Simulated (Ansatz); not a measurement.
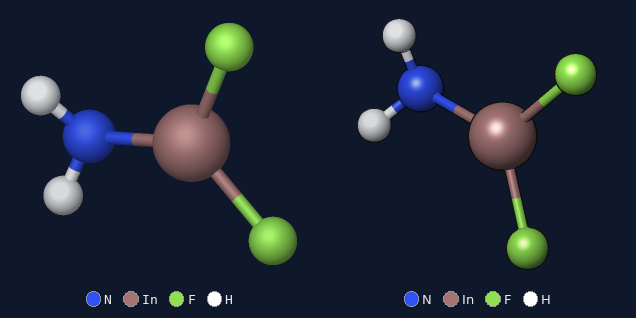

The same structure drawn twice, from different directions.

Computed geometry: PBE0-D4/def2-TZVP optimisation.

> Which formula does it have?

F2H2InN, 6 atoms: 2 fluorine, 2 hydrogen, 1 indium and 1 nitrogen.

> Give the symmetry (Schoenflies symbol).

Cs.

> Write the SMILES.

[NH2][In]([F])[F]

The parts below concern this one geometry. Atoms keep their numbers from picture to picture.

## Shape

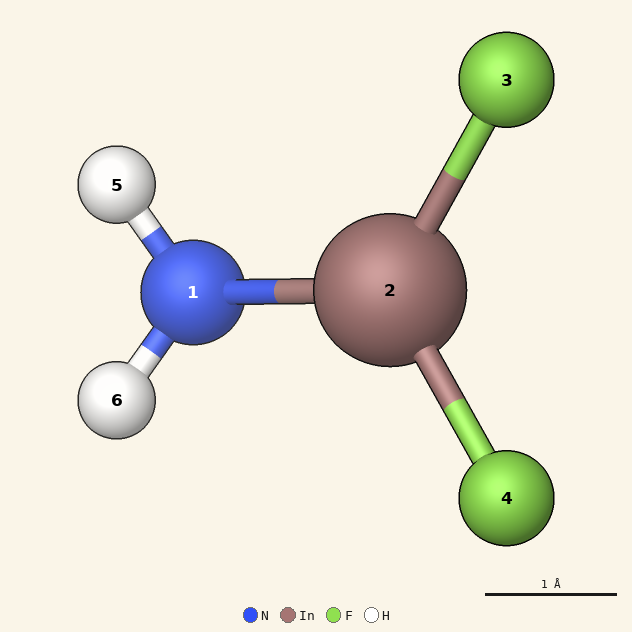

Numbered structure.

Which atoms are bonded, and how long are the bonds?

```
  bond  length (Å)
N1–In2       1.998
 N1–H5       1.011
 N1–H6       1.011
In2–F3       1.935
In2–F4       1.935
```

## Dipole moment

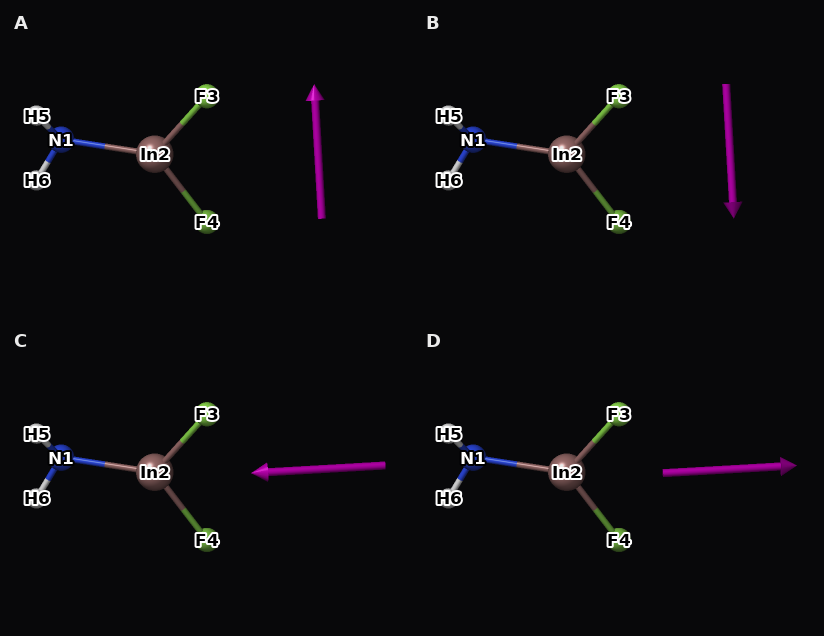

The same molecule four times, each with an arrow. Properties computed with RKS r2SCAN-D4/def2-TZVPP, core potentials on In (Ansatz 0.2.0).

> Which arrow points along the dipole moment, from the negative to the positive end?

C. The dipole moment is 3.82 D; it points from the side of F3, F4 to the side of H5, H6 (the outermost atoms at the two ends).

## Vibrations

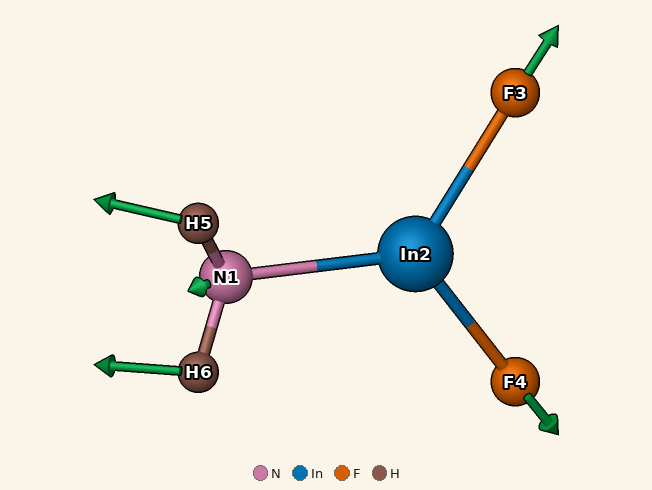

The arrows show one normal mode. Harmonic vibrations computed with RKS PBE0-D4/def2-TZVP, core potentials on In (Ansatz 0.2.0) at a stationary point of the same level.

> At what wavenumber does it lie?

600 cm⁻¹; it is mode 6 of 12 counted from the lowest.

## Electronic properties

Properties computed with RKS PBE0-D4/def2-SVP, core potentials on In (Ansatz 0.2.0).

Predict the main results.

- HOMO energy (Kohn–Sham orbital): −8.15 eV
- LUMO energy (Kohn–Sham orbital): −2.02 eV
- HOMO–LUMO gap: 6.14 eV
